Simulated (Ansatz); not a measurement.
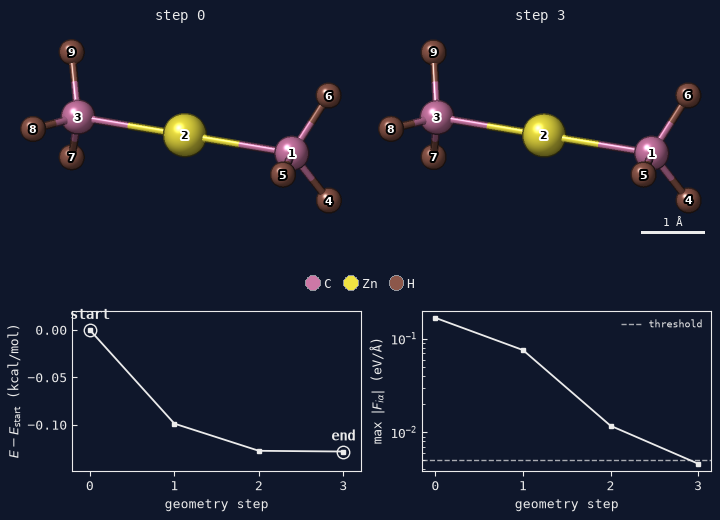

First and last geometry of a constrained relaxation of C2H6Zn, with the history of the run. Style: ball-and-stick. Shown at a tilt.

Computed with RKS PBE0-D4/def2-TZVP (Ansatz 0.2.0).

Input file:
```yaml
crystal:
  periodic: [false, false, false]
  atoms:
    - {symbol: C, position_ang: [-0.934292, 1.300547, -1.087009]}
    - {symbol: Zn, position_ang: [0.010071, -0.005029, -0.001978]}
    - {symbol: C, position_ang: [0.954012, -1.310801, 1.083185]}
    - {symbol: H, position_ang: [-1.806902, 0.853649, -1.571012]}
    - {symbol: H, position_ang: [-0.287732, 1.703210, -1.871379]}
    - {symbol: H, position_ang: [-1.283435, 2.139714, -0.479292]}
    - {symbol: H, position_ang: [0.467289, -2.288685, 1.035546]}
    - {symbol: H, position_ang: [1.843692, -1.417822, 0.789474]}
    - {symbol: H, position_ang: [0.983850, -1.004019, 2.132191]}
basis:
  gaussian: {orbitals: def2-TZVP}
hamiltonian: {xc: pbe0, dispersion: d4}
relax: {f_tol: 0.005, max_steps: 200, constraints: [{distance: [2, 7]}]}
```

Q: What do the curves and the structures tell?

A: It converged. After 3 geometry steps the energy has fallen by 0.13 kcal/mol. The largest force component goes from 0.17 to 0.0046 eV/Å. H8 moves most after the best rigid fit: 0.032 Å. By element the largest moves are H 0.032 Å, C 0.020 Å, Zn 0.019 Å.
